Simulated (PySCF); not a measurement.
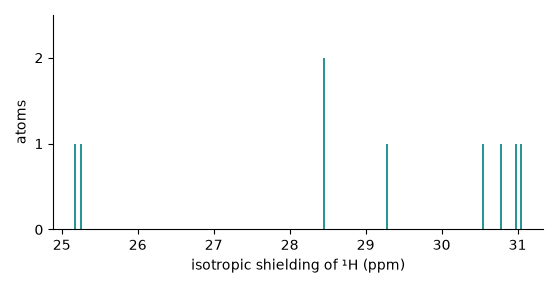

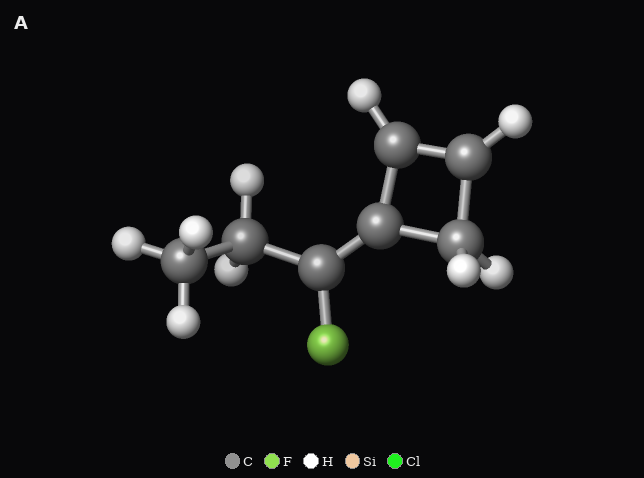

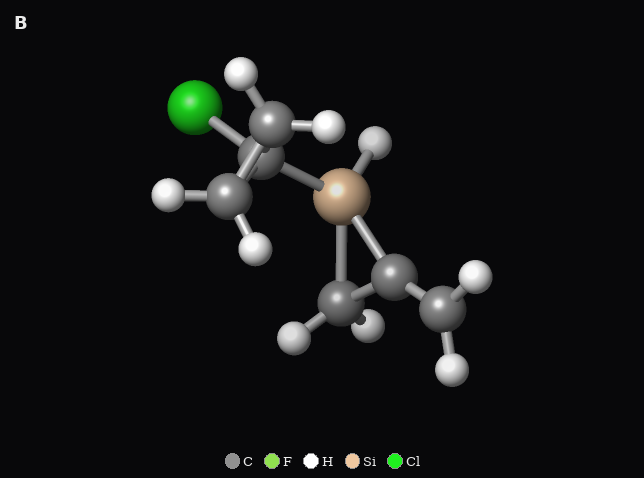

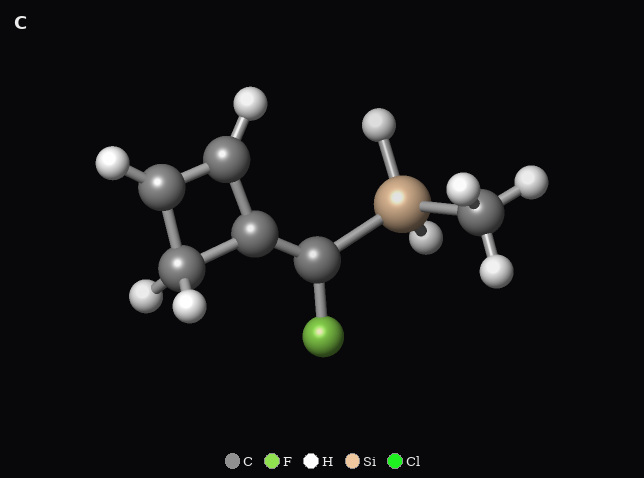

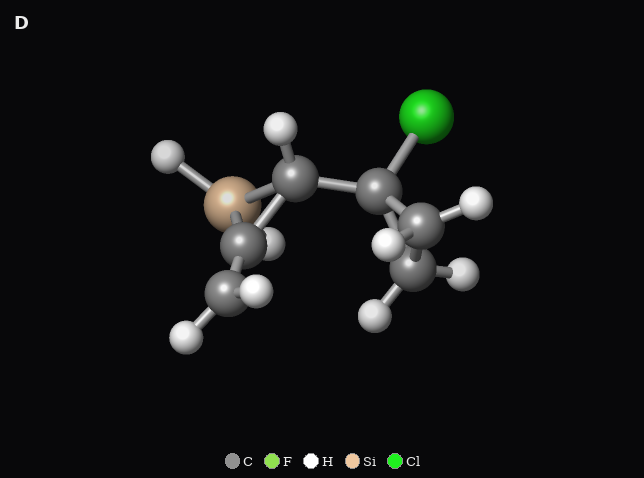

The sticks are computed shieldings of one of the molecules, for one fixed geometry (GFN2-xTB) without averaging over rotations. Low shielding means a high chemical shift. Method: GIAO PBE0/pcSseg-1 NMR shielding, non-relativistic, gas phase (PySCF 2.14.0).

> Which molecule gives this pattern?

D, `C=C1[SiH2][C@@H]1C1(Cl)CC1`. Its 9 H atoms give lines at 25.18, 25.26, 28.46 (2 atoms), 29.28, 30.54, 30.78, 30.98, 31.04 ppm.

The geometry is semi-empirical. Around Si such bond lengths and angles can be off by a tenth of an ångström or more and by several degrees, and values that hang on the shape move with them.
